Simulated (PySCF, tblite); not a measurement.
# C₆H₁₀OSSi: geometry, infrared bands and NMR shifts

Wanted: the infrared bands and NMR shifts of C₆H₁₀OSSi (`CS[SiH2]CCC#CC=O`), by calculation.

Programs: tblite 0.8.0 and PySCF 2.14.0, with density-fitted response routines of our own. Each step states its level of theory. These are calculated values for one molecule in the gas phase, unless marked as measured. Atoms are numbered from 0 throughout.

### 1 The molecule as given

19 atoms, charge 0, multiplicity 1; geometry from: force field or distance geometry start.

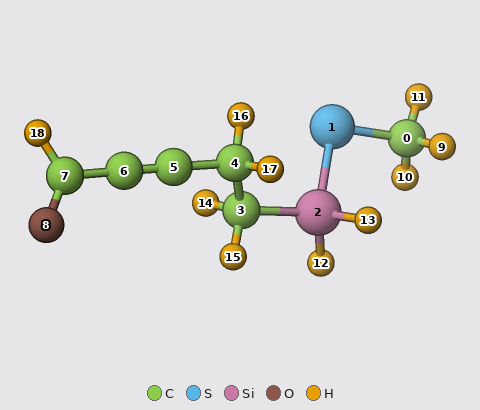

The starting geometry (carbon green, sulfur blue, silicon pink, oxygen brown, hydrogen amber), atoms numbered.

### 2 Optimising the geometry with GFN2-xTB

The job: settings as JSON, then the geometry in Å.

```
{"job": {"kind": "relax", "xc": "GFN2-xTB", "basis": "xTB"}, "charge": 0, "multiplicity": 1}
C      4.303300    -0.005200    -0.337100
S      2.574900     0.322700    -0.811900
Si     1.471300    -0.869600     0.603200
C     -0.357700    -0.697600     0.232200
C     -0.942400     0.694300     0.438100
C     -2.395400     0.697300     0.173800
C     -3.574600     0.695400    -0.028100
C     -4.990600     0.687400    -0.260900
O     -5.722900    -0.108800     0.318200
H      4.478600     0.314900     0.697500
H      4.528500    -1.067200    -0.437800
H      4.954100     0.558600    -0.996000
H      1.903100    -2.272800     0.476100
H      1.781200    -0.383300     1.963600
H     -0.550200    -1.034600    -0.783900
H     -0.895400    -1.406900     0.903800
H     -0.456200     1.413400    -0.243300
H     -0.756400     1.046800     1.451600
H     -5.363100     1.424600    -0.989400
```

On the command line:

```
$ OMP_NUM_THREADS=1 python probes_run.py task.json out
```

The driver reads the jobs from task.json and runs them one after another.

Standard output:

```text
step      E/eV     max force
  0    -732.28726    2.078
  1    -732.26376    4.001
  2    -732.36133    0.657
  3    -732.36450    0.863
  4    -732.37306    0.210
  5    -732.37751    0.150
  6    -732.37993    0.156
  7    -732.38130    0.109
  8    -732.38271    0.117
  9    -732.38434    0.138
 10    -732.38578    0.131
 11    -732.38688    0.091
 12    -732.38781    0.083
 13    -732.38882    0.123
 14    -732.39000    0.141
 15    -732.39121    0.106
 16    -732.39234    0.075
 17    -732.39336    0.070
 18    -732.39424    0.094
 19    -732.39495    0.087
 20    -732.39549    0.054
 21    -732.39590    0.061
 22    -732.39622    0.043
 23    -732.39649    0.040
 24    -732.39673    0.037
 25    -732.39696    0.038
 26    -732.39718    0.040
 27    -732.39738    0.035
 28    -732.39754    0.026
 29    -732.39766    0.030
 30    -732.39776    0.028
 31    -732.39785    0.020
 32    -732.39793    0.021
 33    -732.39800    0.020
 34    -732.39807    0.028
 35    -732.39817    0.034
 36    -732.39830    0.034
 37    -732.39847    0.032
 38    -732.39863    0.029
 39    -732.39875    0.029
 40    -732.39885    0.027
 41    -732.39894    0.025
 42    -732.39906    0.029
 43    -732.39920    0.039
 44    -732.39935    0.034
 45    -732.39952    0.033
 46    -732.39972    0.038
 47    -732.39999    0.049
 48    -732.40033    0.058
 49    -732.40068    0.054
 50    -732.40097    0.044
 51    -732.40123    0.040
 52    -732.40154    0.047
 53    -732.40194    0.068
 54    -732.40238    0.067
 55    -732.40274    0.042
 56    -732.40296    0.040
 57    -732.40311    0.035
 58    -732.40327    0.038
 59    -732.40345    0.041
 60    -732.40364    0.044
 61    -732.40382    0.046
 62    -732.40400    0.039
 63    -732.40418    0.041
 64    -732.40438    0.045
 65    -732.40458    0.028
 66    -732.40470    0.022
 67    -732.40480    0.023
 68    -732.40490    0.025
 69    -732.40502    0.021
 70    -732.40516    0.026
 71    -732.40530    0.027
 72    -732.40542    0.028
 73    -732.40553    0.024
 74    -732.40563    0.022
 75    -732.40572    0.023
 76    -732.40582    0.029
 77    -732.40592    0.031
 78    -732.40603    0.027
 79    -732.40615    0.023
 80    -732.40627    0.023
 81    -732.40636    0.034
 82    -732.40643    0.029
 83    -732.40654    0.034
 84    -732.40668    0.034
 85    -732.40677    0.023
 86    -732.40685    0.020
 87    -732.40692    0.020
 88    -732.40697    0.017
 89    -732.40702    0.016
 90    -732.40706    0.016
 91    -732.40711    0.018
 92    -732.40715    0.013
 93    -732.40719    0.015
 94    -732.40723    0.014
 95    -732.40726    0.017
 96    -732.40729    0.014
 97    -732.40731    0.010
 98    -732.40733    0.011
 99    -732.40736    0.012
100    -732.40739    0.020
101    -732.40745    0.023
102    -732.40750    0.017
103    -732.40754    0.012
104    -732.40757    0.013
105    -732.40759    0.049
106    -732.40762    0.018
107    -732.40766    0.016
108    -732.40772    0.019
109    -732.40775    0.015
110    -732.40783    0.017
111    -732.40791    0.023
112    -732.40796    0.041
113    -732.40802    0.016
114    -732.40805    0.012
115    -732.40810    0.013
116    -732.40814    0.016
117    -732.40820    0.026
118    -732.40826    0.027
119    -732.40831    0.015
120    -732.40833    0.010
121    -732.40835    0.010
122    -732.40837    0.014
123    -732.40839    0.021
124    -732.40843    0.017
125    -732.40847    0.028
126    -732.40851    0.015
127    -732.40855    0.016
128    -732.40858    0.018
129    -732.40862    0.017
130    -732.40865    0.017
131    -732.40867    0.010
```

Run time: 1.2 s. Hardware: 1 thread of Arm Neoverse V1, shared host.

Step by step: (not every step is listed) (the energy doesn't fall at every step)

| step | energy from step 0 (eV) | largest force (eV/Å) |
| --- | --- | --- |
| 0 | 0.0000 | 2.0778 |
| 1 | 0.0235 | 4.0008 |
| 2 | -0.0741 | 0.6570 |
| 3 | -0.0772 | 0.8629 |
| 4 | -0.0858 | 0.2097 |
| 5 | -0.0903 | 0.1501 |
| 6 | -0.0927 | 0.1558 |
| 7 | -0.0940 | 0.1090 |
| 8 | -0.0955 | 0.1166 |
| 19 | -0.1077 | 0.0873 |
| 30 | -0.1105 | 0.0284 |
| 41 | -0.1117 | 0.0252 |
| 52 | -0.1143 | 0.0473 |
| 63 | -0.1169 | 0.0411 |
| 74 | -0.1184 | 0.0217 |
| 85 | -0.1195 | 0.0233 |
| 96 | -0.1200 | 0.0145 |
| 107 | -0.1204 | 0.0161 |
| 118 | -0.1210 | 0.0270 |
| 126 | -0.1213 | 0.0148 |
| 127 | -0.1213 | 0.0155 |
| 128 | -0.1213 | 0.0185 |
| 129 | -0.1214 | 0.0175 |
| 130 | -0.1214 | 0.0166 |
| 131 | -0.1214 | 0.0103 |

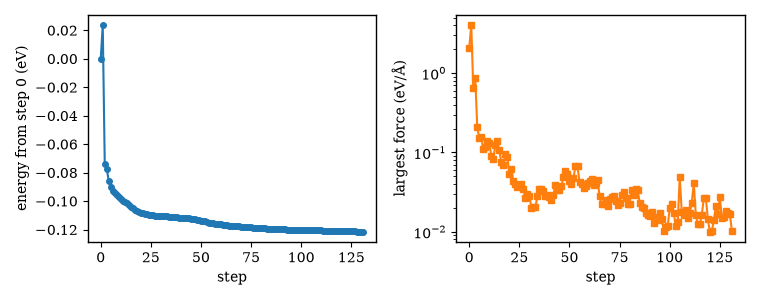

Energy and force, step by step.

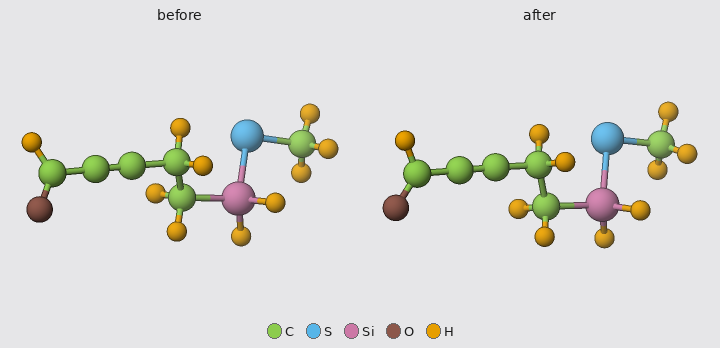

The geometry before (left) and after (right).

Close pairs (by a distance rule), those that changed most:

| bond | before (Å) | after (Å) | change (Å) |
| --- | --- | --- | --- |
| C4–C5 | 1.477 | 1.441 | -0.035 |
| C3–H15 | 1.115 | 1.090 | -0.025 |
| C7–O8 | 1.227 | 1.204 | -0.023 |
| Si2–C3 | 1.874 | 1.896 | +0.022 |
| Si2–H13 | 1.478 | 1.464 | -0.014 |
| Si2–H12 | 1.474 | 1.461 | -0.013 |
| C0–H9 | 1.097 | 1.085 | -0.012 |
| C6–C7 | 1.435 | 1.423 | -0.012 |

The end geometry stands in the next job.

### 3 Vibrational analysis with GFN2-xTB

The job: settings as JSON, then the geometry in Å.

```
{"job": {"kind": "ir", "xc": "GFN2-xTB", "basis": "xTB"}, "charge": 0, "multiplicity": 1}
C      4.157406     0.092094    -0.341011
S      2.406723     0.417654    -0.700138
Si     1.488384    -0.948600     0.678038
C     -0.380753    -0.820397     0.385937
C     -0.871954     0.630279     0.322289
C     -2.296271     0.692195     0.109239
C     -3.488887     0.712703    -0.071865
C     -4.896620     0.740806    -0.278589
O     -5.654450    -0.173861    -0.082667
H      4.352533     0.269576     0.711488
H      4.399090    -0.932634    -0.604482
H      4.736225     0.780429    -0.947565
H      1.991660    -2.292603     0.406924
H      1.859398    -0.524409     2.029281
H     -0.649022    -1.322672    -0.544724
H     -0.904640    -1.346330     1.184358
H     -0.365140     1.160136    -0.489676
H     -0.641457     1.151545     1.256128
H     -5.252027     1.723337    -0.653323
```

Standard output:

```text
mode    cm-1     km/mol
  1      20.6      8.00
  2      36.0     11.32
  3      43.9      2.29
  4      51.1      0.27
  5      69.2      1.09
  6     111.7      0.15
  7     120.3      0.38
  8     166.2      2.51
  9     175.4      2.48
 10     193.9      5.02
 11     267.6      0.81
 12     332.9      0.34
 13     409.1      5.94
 14     469.9     59.47
 15     508.8     63.07
 16     559.2      7.30
 17     583.1      3.15
 18     671.6    216.97
 19     726.3     51.76
 20     731.8     38.64
 21     780.1    226.47
 22     787.5    282.08
 23     827.2     29.72
 24     882.7     10.90
 25     911.0     22.60
 26     949.1      0.10
 27     960.0      3.53
 28    1050.7      6.37
 29    1105.5     12.11
 30    1192.7      6.49
 31    1219.4     13.92
 32    1244.1      1.35
 33    1323.9      2.48
 34    1327.1      2.62
 35    1361.9     40.23
 36    1429.0      8.49
 37    1453.3      4.24
 38    1458.5      8.16
 39    1476.0      2.57
 40    1738.7    457.74
 41    2250.8    310.83
 42    2286.3    200.43
 43    2329.7    339.36
 44    2734.4    135.47
 45    2943.0      8.93
 46    2959.7     20.91
 47    2983.9     40.37
 48    3000.1     18.29
 49    3034.5      7.39
 50    3039.5     10.53
 51    3061.1      1.52
```

Run time: 0.92 s. Hardware: 1 thread of Arm Neoverse V1, shared host.

Which atoms move in the most intense modes:

| cm⁻¹ | km/mol | atoms |
| --- | --- | --- |
| 672 | 217.0 | H13 41 %, H12 32 % |
| 780 | 226.5 | H13 43 %, H12 42 % |
| 788 | 282.1 | C3 30 %, Si2 27 % |
| 1739 | 457.7 | C7 60 %, O8 39 % |
| 2251 | 310.8 | H13 88 % |
| 2286 | 200.4 | H12 89 % |
| 2330 | 339.4 | C5 50 %, C6 48 % |
| 2734 | 135.5 | H18 94 % |

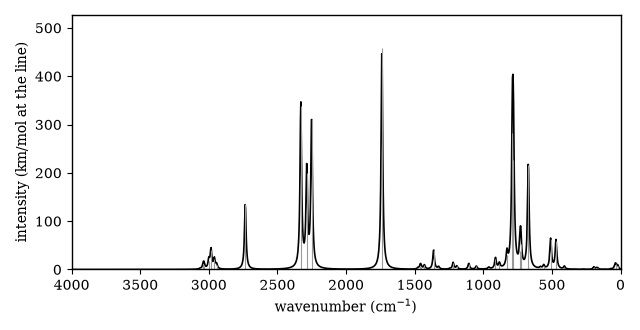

The infrared spectrum from these modes, unscaled. Lines are broadened to a width of 14 cm⁻¹ (Lorentzian).

### 4 Shielding tensors: PBE0/pcSseg-1

The job, as its differences from that of step 3:

```diff
@@ -1,2 +1,2 @@
-{"job": {"kind": "ir", "xc": "GFN2-xTB", "basis": "xTB"}, "charge": 0, "multiplicity": 1}
+{"job": {"kind": "nmr", "xc": "PBE0", "basis": "pcSseg-1"}, "charge": 0, "multiplicity": 1}
 C      4.157406     0.092094    -0.341011
```

Level: GIAO PBE0/pcSseg-1 NMR shielding, non-relativistic, gas phase.

Standard output:

```text
coarse grid: 17056 points
cycle   1  E = -996.6125351347  dE =  1.133e+00  |g| = 8.076e-01  |ddm| = 4.299e+00
cycle   2  E = -996.2106550917  dE =  4.019e-01  |g| = 1.629e+00  |ddm| = 3.084e+00
cycle   3  E = -996.7426019975  dE = -5.319e-01  |g| = 1.884e-01  |ddm| = 2.438e+00
cycle   4  E = -996.7505642670  dE = -7.962e-03  |g| = 7.251e-02  |ddm| = 3.254e-01
cycle   5  E = -996.7517036146  dE = -1.139e-03  |g| = 2.711e-02  |ddm| = 9.604e-02
cycle   6  E = -996.7518461628  dE = -1.425e-04  |g| = 1.276e-02  |ddm| = 3.063e-02
cycle   7  E = -996.7518855620  dE = -3.940e-05  |g| = 2.186e-03  |ddm| = 1.084e-02
cycle   8  E = -996.7518865271  dE = -9.651e-07  |g| = 6.664e-04  |ddm| = 2.995e-03
final grid: 155848 points
cycle   9  E = -996.8185360426  dE = -1.803e-05  |g| = 1.313e-02  |ddm| = 6.778e-02
cycle  10  E = -996.8184534495  dE =  8.259e-05  |g| = 2.421e-02  |ddm| = 3.596e-02
cycle  11  E = -996.8185704830  dE = -1.170e-04  |g| = 3.222e-03  |ddm| = 2.465e-02
cycle  12  E = -996.8185726957  dE = -2.213e-06  |g| = 2.984e-04  |ddm| = 3.025e-03
cycle  13  E = -996.8185727077  dE = -1.202e-08  |g| = 2.067e-04  |ddm| = 4.778e-04
cycle  14  E = -996.8185727173  dE = -9.656e-09  |g| = 7.719e-05  |ddm| = 2.077e-04
cycle  15  E = -996.8185727188  dE = -1.451e-09  |g| = 1.245e-05  |ddm| = 1.003e-04
cycle  16  E = -996.8185727188  dE = -3.615e-11  |g| = 3.715e-06  |ddm| = 1.988e-05
converged SCF energy = -996.8185727188

GIAO shielding tensors (ppm)
atom      isotropic    diamagn.    paramagn.     s11        s22        s33       span
  0 C      173.272     249.764     -76.492    162.808    165.506    191.501     28.693
  1 S      730.418    1061.716    -331.298    625.231    655.056    910.967    285.736
  2 Si     368.152     881.238    -513.086    331.976    350.677    421.803     89.828
  3 C      173.313     255.246     -81.933    160.946    172.960    186.032     25.086
  4 C      169.561     255.643     -86.082    159.440    167.559    181.684     22.244
  5 C       78.431     255.925    -177.494      6.777     13.857    214.659    207.882
  6 C      100.524     260.400    -159.876     17.453     19.749    264.370    246.917
  7 C        5.701     250.052    -244.351    -87.594      1.184    103.514    191.108
  8 O     -404.995     397.407    -802.402  -1110.237   -507.563    402.814   1513.051
  9 H       29.806      28.518       1.288     23.852     27.831     37.735     13.883
 10 H       29.636      28.199       1.436     23.721     27.510     37.677     13.956
 11 H       29.505      27.966       1.538     23.504     26.628     38.381     14.877
 12 H       26.957      29.945      -2.989     23.161     25.189     32.521      9.359
 13 H       26.939      30.133      -3.194     23.359     25.194     32.266      8.906
 14 H       30.344      33.470      -3.126     26.023     29.343     35.666      9.643
 15 H       30.475      32.324      -1.849     25.602     29.080     36.743     11.141
 16 H       29.075      32.712      -3.637     21.481     31.101     34.644     13.163
 17 H       29.273      30.823      -1.549     23.479     29.864     34.477     10.997
 18 H       22.202      25.149      -2.947     19.247     20.925     26.432      7.185
```

It took 48 s on 1 thread of Arm Neoverse V1, shared host; peak memory 0.89 GiB.

Shifts follow as δ = σ(reference) − σ, with reference shieldings (ppm) from runs at the same level and on the same kind of geometry: 1H TMS 31.72, 13C TMS 186.9, 29Si TMS 349.2, 17O H2O 336.1, 33S CS2 504. The references are single molecules in the gas phase, so shifts against H2O, NH3, PH3, H3PO4 or CFCl3 are not on the usual liquid scales and can be off by tens of ppm. Atoms listed in one row are averaged.

| atoms | environment | σ (ppm) | δ (ppm) | δ scaled to CDCl3 |
| --- | --- | --- | --- | --- |
| C7 | aldehyde carbonyl carbon | 5.7 | 181.2 | 175.0 |
| C5 | alkyne carbon | 78.4 | 108.5 | 104.0 |
| C6 | alkyne carbon | 100.5 | 86.4 | 82.4 |
| C4 | propargylic sp3 CH2 | 169.6 | 17.4 | 15.0 |
| C0 | methyl carbon bonded to S | 173.3 | 13.7 | 7.0 |
| C3 | sp3 CH2 bonded to Si | 173.3 | 13.6 | 11.4 |
| H18 | hydrogen on an aldehyde carbonyl carbon | 22.20 | 9.52 | 9.08 |
| H12, H13 | hydrogen on a silicon bonded to C, S | 26.95 | 4.77 | – |
| H16, H17 | hydrogen on a propargylic sp3 CH2 | 29.17 | 2.54 | 2.50 |
| H9, H10, H11 | hydrogen on a methyl carbon bonded to S | 29.65 | 2.07 | 2.06 |
| H14, H15 | hydrogen on an sp3 CH2 bonded to Si | 30.41 | 1.31 | 1.34 |
| S1 | sulfur bonded to C, Si | 730 | -227 | – |
| Si2 | silicon bonded to C, S, 2 H | 368.2 | -19.0 | – |
| O8 | aldehyde oxygen | -405.0 | 741.1 | – |

The scaled column applies a straight-line fit of computed shieldings to shifts measured in CDCl3, with any fitted terms for Cl, Br or S neighbours (root-mean-square error 0.16 ppm for H, 1.9 ppm for C).

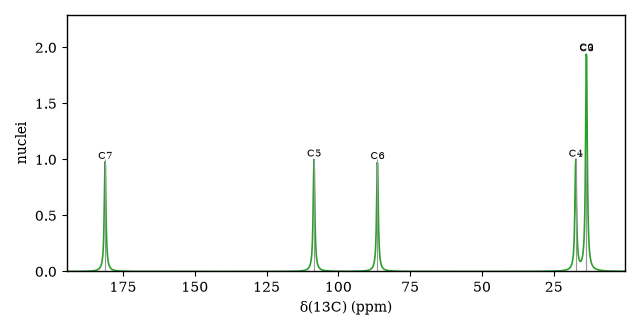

13C lines at the computed shifts, without couplings. Lines are broadened to a width of 0.67 ppm (Lorentzian).

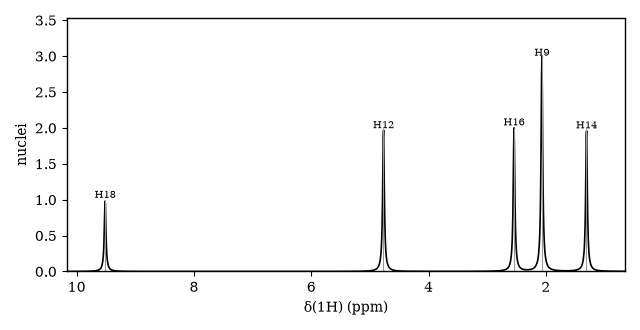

1H lines at the computed shifts, without couplings. Lines are broadened to a width of 0.03 ppm (Lorentzian).

Charges from the same density, by scheme (e):

| atoms | Mulliken | IAO | Hirshfeld | ESP fit |
| --- | --- | --- | --- | --- |
| C0 | -0.38 | -0.50 | -0.11 | -0.45 |
| S1 | -0.34 | -0.20 | -0.10 | -0.26 |
| Si2 | 0.61 | 0.69 | 0.32 | 0.22 |
| C3 | -0.54 | -0.53 | -0.15 | -0.17 |
| C4 | -0.23 | -0.27 | -0.05 | 0.12 |
| C5 | 0.09 | 0.03 | 0.00 | -0.08 |
| C6 | -0.19 | -0.12 | -0.07 | -0.25 |
| C7 | 0.18 | 0.24 | 0.12 | 0.55 |
| O8 | -0.34 | -0.37 | -0.22 | -0.45 |

Mulliken charges:

C0 -0.38; S1 -0.34; Si2 0.61; C3 -0.54; C4 -0.23; C5 0.09; C6 -0.19; C7 0.18; O8 -0.34; H9 0.15; H10 0.15; H11 0.16; H12 -0.06; H13 -0.06; H14 0.17; H15 0.16; H16 0.19; H17 0.17; H18 0.10

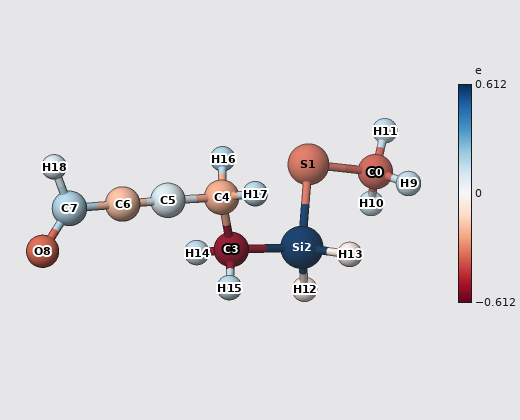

Mulliken charges, as colours on the atoms.

Mayer bond orders: C0–S1 1.00, S1–Si2 0.96, Si2–C3 0.92, C3–C4 1.03, C4–C5 1.20, C5–C6 2.26, C6–C7 1.12, C7–O8 1.96.

### 5 Results

```
                                                              quantity                                     value
                             strongest single infrared mode (GFN2-xTB)                     1739 cm⁻¹, 458 km/mol
                                          zero-point energy (GFN2-xTB)                             86.3 kcal/mol
                                13C shifts against TMS (PBE0/pcSseg-1)  181.2, 108.5, 86.4, 17.4, 13.7, 13.6 ppm
1H shifts against TMS (PBE0/pcSseg-1, means over atoms taken as alike)          9.52, 4.77, 2.54, 2.07, 1.31 ppm
                                33S shifts against CS2 (PBE0/pcSseg-1)                                  -227 ppm
                               29Si shifts against TMS (PBE0/pcSseg-1)                                 -19.0 ppm
                                17O shifts against H2O (PBE0/pcSseg-1)                                 741.1 ppm
```

**Reading.** Relaxing lowered the energy by 0.121 eV in 131 steps; the close pair that moved most is C4–C5, from 1.477 to 1.441 Å. No mode is imaginary among the 51: a minimum at this level. The strongest single mode, at 1739 cm⁻¹, moves mainly C7 and O8. Unscaled tight-binding wavenumbers are off by several per cent, some by more. Its intensities can rank the bands wrongly. C7 (aldehyde carbonyl carbon) lies farthest downfield among carbon, at 181.2 ppm; low-lying n→π* states of the double bond to the heteroatom give a large paramagnetic term (-244 ppm). The most deshielded hydrogen is H18 (hydrogen on an aldehyde carbonyl carbon), at 9.52 ppm: deshielded by the polar, anisotropic C=O bond. At PBE0/pcSseg-1: Shielding is most anisotropic at O8 (span 1513 ppm, paramagnetic term -802 ppm).
